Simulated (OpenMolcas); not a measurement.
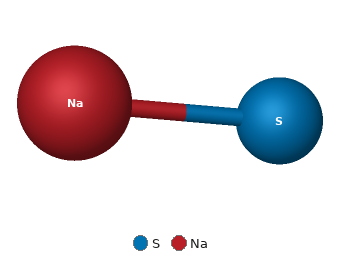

The molecule at the reference distance of 2.485 Å.

# Relativistic diatomic calculation: SNa (part 1 of 2)

System: SNa.
Method: SA-CASSCF(5,7)/XMS-CASPT2 + RASSI spin-orbit (X2C scalar, AMFI), ANO-RCC-VTZP (OpenMolcas).

### The program's output (extracts)
```
++    Wave function specifications:
      Number of closed shell electrons          22
      Number of electrons in active shells       5
      Number of inactive orbitals               11
      Number of active orbitals                  7
      Number of secondary orbitals              50
      Spin quantum number                      1.5
      State symmetry                             1
++    Orbital specifications:
      Symmetry species                           1   2
                                                 a   b
      Frozen orbitals                            0   0
      Inactive orbitals                          7   4
      Active orbitals                            3   4
      RAS2 orbitals                              3   4
      Secondary orbitals                        26  24
      Number of basis functions                 36  32
      printout of CI-coefficients larger than  0.15 for root  1
      energy=    -560.633596
      conf/sym  111 2222     Coeff  Weight
             2  2u0 uu00   0.86744 0.75245
             8  20u uu00   0.49348 0.24352
      printout of CI-coefficients larger than  0.15 for root  2
      energy=    -560.564217
      conf/sym  111 2222     Coeff  Weight
            53  u00 2uu0  -0.70684 0.49963
            79  u00 u20u   0.70684 0.49963
      printout of CI-coefficients larger than  0.15 for root  3
      energy=    -560.560458
      conf/sym  111 2222     Coeff  Weight
            53  u00 2uu0   0.70609 0.49856
            79  u00 u20u   0.70609 0.49856
      printout of CI-coefficients larger than  0.15 for root  4
      energy=    -560.560458
      conf/sym  111 2222     Coeff  Weight
            54  u00 2u0u  -0.70609 0.49856
            77  u00 u2u0   0.70609 0.49856
      printout of CI-coefficients larger than  0.15 for root  5
      energy=    -560.560414
      conf/sym  111 2222     Coeff  Weight
             2  2u0 uu00  -0.38774 0.15034
             8  20u uu00   0.74495 0.55495
            54  u00 2u0u   0.38242 0.14625
            77  u00 u2u0   0.38242 0.14625
      printout of CI-coefficients larger than  0.15 for root  6
      energy=    -560.555444
      conf/sym  111 2222     Coeff  Weight
             2  2u0 uu00  -0.31003 0.09612
             8  20u uu00   0.44781 0.20054
            54  u00 2u0u  -0.59246 0.35100
            77  u00 u2u0  -0.59246 0.35100
      Natural orbitals and occupation numbers for root  1
      sym 1:   1.996308   0.996336   0.000261
      sym 2:   1.001543   1.001543   0.002005   0.002005
      Natural orbitals and occupation numbers for root  2
      sym 1:   1.000006   0.000126   0.000061
      sym 2:   1.499844   1.499844   0.500060   0.500060
      Natural orbitals and occupation numbers for root  3
      sym 1:   1.000014   0.000136   0.000074
      sym 2:   1.499843   1.499843   0.500045   0.500045
      Natural orbitals and occupation numbers for root  4
      sym 1:   1.000014   0.000136   0.000074
      sym 2:   1.499843   1.499843   0.500045   0.500046
      Natural orbitals and occupation numbers for root  5
      sym 1:   1.705831   0.001974   0.706419
      sym 2:   1.146202   1.146203   0.146686   0.146685
      Natural orbitals and occupation numbers for root  6
      sym 1:   1.296656   0.000960   0.297552
      sym 2:   1.351132   1.351132   0.351284   0.351284
      RASSCF energy for state  6                   -560.55544449
::    RASSCF root number  1 Total energy:   -560.63359583
::    RASSCF root number  2 Total energy:   -560.56421668
::    RASSCF root number  3 Total energy:   -560.56045782
::    RASSCF root number  4 Total energy:   -560.56045782
::    RASSCF root number  5 Total energy:   -560.56041444
::    RASSCF root number  6 Total energy:   -560.55544449
      Von Neumann Entropy (Root   1) =  1.52444
++    Wave function specifications:
      Number of closed shell electrons           8
      Number of electrons in active shells       5
      Number of inactive orbitals                4
      Number of active orbitals                  7
      Number of secondary orbitals              50
      Spin quantum number                      1.5
      State symmetry                             1
      Number of CSFs                           112
      Number of CASSCF root(s) available         6
      CASPT2 state passed to geometry opt.       6
      A file JOBMIX will be created
      This is a MULTI-STATE CASSCF reference
      Number of CI roots used                    6
      These are:                                 1   2   3   4   5   6
      Off-diagonal elements of Heff are computed
  FINAL CASPT2 RESULT:
      Reference energy:        -560.6335958293
      E2 (Non-variational):      -0.2891391692
      Shift correction:          -0.0016579469
      E2 (Variational):          -0.2907971161
      Total energy:            -560.9243929455
      Reference weight:           0.92360
  FINAL CASPT2 RESULT:
      Reference energy:        -560.5642166818
      E2 (Non-variational):      -0.2833795682
      Shift correction:          -0.0015400820
      E2 (Variational):          -0.2849196502
      Total energy:            -560.8491363321
      Reference weight:           0.92697
  FINAL CASPT2 RESULT:
      Reference energy:        -560.5604578209
      E2 (Non-variational):      -0.2831620088
      Shift correction:          -0.0014880695
      E2 (Variational):          -0.2846500783
      Total energy:            -560.8451078992
      Reference weight:           0.92750
  FINAL CASPT2 RESULT:
      Reference energy:        -560.5604578209
      E2 (Non-variational):      -0.2830945874
      Shift correction:          -0.0014863620
      E2 (Variational):          -0.2845809494
      Total energy:            -560.8450387703
      Reference weight:           0.92756
  FINAL CASPT2 RESULT:
      Reference energy:        -560.5604144419
      E2 (Non-variational):      -0.2900254593
      Shift correction:          -0.0017910194
      E2 (Variational):          -0.2918164787
      Total energy:            -560.8522309207
      Reference weight:           0.92138
  FINAL CASPT2 RESULT:
      Reference energy:        -560.5554444873
      E2 (Non-variational):      -0.2821313127
      Shift correction:          -0.0014533055
      E2 (Variational):          -0.2835846181
      Total energy:            -560.8390291054
      Reference weight:           0.92866
       Total XMS-CASPT2 energies:
::    XMS-CASPT2 Root  1     Total energy:   -560.92426853
::    XMS-CASPT2 Root  2     Total energy:   -560.85130026
::    XMS-CASPT2 Root  3     Total energy:   -560.84913632
::    XMS-CASPT2 Root  4     Total energy:   -560.84510791
::    XMS-CASPT2 Root  5     Total energy:   -560.84503876
::    XMS-CASPT2 Root  6     Total energy:   -560.84008419
++    Wave function specifications:
      Number of closed shell electrons          22
      Number of electrons in active shells       5
      Number of inactive orbitals               11
      Number of active orbitals                  7
      Number of secondary orbitals              50
      Spin quantum number                      1.5
      State symmetry                             2
      printout of CI-coefficients larger than  0.15 for root  1
      energy=    -560.621364
      conf/sym  111 2222     Coeff  Weight
            13  uu0 2u00   0.81108 0.65785
            16  u0u 2u00   0.57970 0.33605
      printout of CI-coefficients larger than  0.15 for root  2
      energy=    -560.621364
      conf/sym  111 2222     Coeff  Weight
            56  uu0 u200  -0.81108 0.65785
            65  u0u u200  -0.57970 0.33605
      printout of CI-coefficients larger than  0.15 for root  3
      energy=    -560.576583
      conf/sym  111 2222     Coeff  Weight
            22  200 uuu0   0.99531 0.99064
      printout of CI-coefficients larger than  0.15 for root  4
      energy=    -560.576583
      conf/sym  111 2222     Coeff  Weight
            23  200 uu0u   0.99531 0.99064
      printout of CI-coefficients larger than  0.15 for root  5
      energy=    -560.540431
      conf/sym  111 2222     Coeff  Weight
            13  uu0 2u00  -0.58236 0.33915
            16  u0u 2u00   0.80950 0.65528
      printout of CI-coefficients larger than  0.15 for root  6
      energy=    -560.540431
      conf/sym  111 2222     Coeff  Weight
            56  uu0 u200   0.58236 0.33915
            65  u0u u200  -0.80950 0.65528
      Natural orbitals and occupation numbers for root  1
      sym 1:   1.005272   0.994372   0.000381
      sym 2:   1.994187   0.999925   0.000133   0.005730
      Natural orbitals and occupation numbers for root  2
      sym 1:   1.005272   0.994372   0.000381
      sym 2:   0.999925   1.994187   0.005730   0.000133
      Natural orbitals and occupation numbers for root  3
      sym 1:   1.992000   0.000470   0.007587
      sym 2:   0.999992   1.007424   0.992488   0.000039
      Natural orbitals and occupation numbers for root  4
      sym 1:   1.992000   0.000470   0.007587
      sym 2:   1.007424   0.999992   0.000039   0.992488
      Natural orbitals and occupation numbers for root  5
      sym 1:   1.002327   0.000283   0.997477
      sym 2:   1.997097   0.999958   0.000120   0.002739
      Natural orbitals and occupation numbers for root  6
      sym 1:   1.002327   0.000283   0.997477
      sym 2:   0.999958   1.997097   0.002739   0.000120
      RASSCF energy for state  6                   -560.54043148
::    RASSCF root number  1 Total energy:   -560.62136404
::    RASSCF root number  2 Total energy:   -560.62136404
::    RASSCF root number  3 Total energy:   -560.57658283
::    RASSCF root number  4 Total energy:   -560.57658283
::    RASSCF root number  5 Total energy:   -560.54043148
::    RASSCF root number  6 Total energy:   -560.54043148
      Von Neumann Entropy (Root   1) =  1.53174
++    Wave function specifications:
      Number of closed shell electrons           8
      Number of electrons in active shells       5
      Number of inactive orbitals                4
      Number of active orbitals                  7
      Number of secondary orbitals              50
      Spin quantum number                      1.5
      State symmetry                             2
      Number of CSFs                           112
      Number of CASSCF root(s) available         6
      CASPT2 state passed to geometry opt.       6
      A file JOBMIX will be created
      This is a MULTI-STATE CASSCF reference
      Number of CI roots used                    6
      These are:                                 1   2   3   4   5   6
      Off-diagonal elements of Heff are computed
  FINAL CASPT2 RESULT:
      Reference energy:        -560.6213640393
      E2 (Non-variational):      -0.2897179723
      Shift correction:          -0.0016712677
      E2 (Variational):          -0.2913892400
      Total energy:            -560.9127532793
      Reference weight:           0.92314
  FINAL CASPT2 RESULT:
      Reference energy:        -560.6213640390
      E2 (Non-variational):      -0.2897179511
      Shift correction:          -0.0016712668
      E2 (Variational):          -0.2913892178
      Total energy:            -560.9127532568
      Reference weight:           0.92314
  FINAL CASPT2 RESULT:
      Reference energy:        -560.5765828333
      E2 (Non-variational):      -0.2860135189
      Shift correction:          -0.0016195487
      E2 (Variational):          -0.2876330676
      Total energy:            -560.8642159010
      Reference weight:           0.92486
  FINAL CASPT2 RESULT:
      Reference energy:        -560.5765828332
      E2 (Non-variational):      -0.2860135194
      Shift correction:          -0.0016195486
      E2 (Variational):          -0.2876330680
      Total energy:            -560.8642159013
      Reference weight:           0.92486
  FINAL CASPT2 RESULT:
      Reference energy:        -560.5404314835
      E2 (Non-variational):      -0.2905552889
      Shift correction:          -0.0018037608
      E2 (Variational):          -0.2923590497
      Total energy:            -560.8327905332
      Reference weight:           0.92091
  FINAL CASPT2 RESULT:
      Reference energy:        -560.5404314833
      E2 (Non-variational):      -0.2905553005
      Shift correction:          -0.0018037614
      E2 (Variational):          -0.2923590620
      Total energy:            -560.8327905452
      Reference weight:           0.92091
       Total XMS-CASPT2 energies:
::    XMS-CASPT2 Root  1     Total energy:   -560.91261162
::    XMS-CASPT2 Root  2     Total energy:   -560.91261160
::    XMS-CASPT2 Root  3     Total energy:   -560.86425289
::    XMS-CASPT2 Root  4     Total energy:   -560.86425289
::    XMS-CASPT2 Root  5     Total energy:   -560.83289522
::    XMS-CASPT2 Root  6     Total energy:   -560.83289521
  SPIN-FREE ENERGIES:
  (Shifted by EMIN (a.u.) =       -560.9242685334)
 SF State       Relative EMIN(au)   Rel lowest level(eV)    D:o, cm**(-1)      Abs_M
     1             0.0000000000        0.0000000000              0.0000         0.0
     7             0.0116569154        0.3172008282           2558.3972         1.0
     8             0.0116569376        0.3172014326           2558.4021         1.0
     9             0.0600156441        1.6331088718          13171.9114         1.0
    10             0.0600156441        1.6331088718          13171.9114         1.0
     2             0.0729682714        1.9855678167          16014.6845         0.0
     3             0.0751322148        2.0444517168          16489.6151         0.0
     4             0.0791606266        2.1540703856          17373.7493         2.0
     5             0.0792297706        2.1559518888          17388.9247         2.0
     6             0.0841843435        2.2907726880          18476.3278         0.0
    11             0.0913733147        2.4863945591          20054.1246         1.0
    12             0.0913733270        2.4863948925          20054.1273         1.0
```

(Continued in part 2.) Outcome of the run: converged.
